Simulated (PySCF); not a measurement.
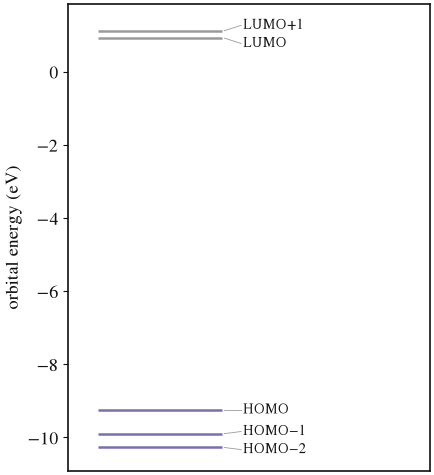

Kohn-Sham orbital energies near the frontier, CAM-B3LYP/def2-SVPD with PySCF 2.14.0, at a PBE0-D3(BJ)/def2-SVP geometry (no frequency check), isolated molecule; empty levels in grey, levels within 0.03 eV side by side.

Question: Which molecule has this level scheme?
A. C₃H₆ClFSi, SMILES F[Si@@H]1CC[C@H]1Cl
B. C₃H₈BFSi, SMILES B[Si@H]1C[C@@H](F)C1
C. C₃H₈BGa, SMILES B[CH2][GaH][CH]=C, singlet

Answer: A. HOMO −9.25 eV, LUMO 0.92 eV, separation 10.17 eV.

Caveats: one conformer of a flexible molecule; empty levels above zero depend strongly on the basis.
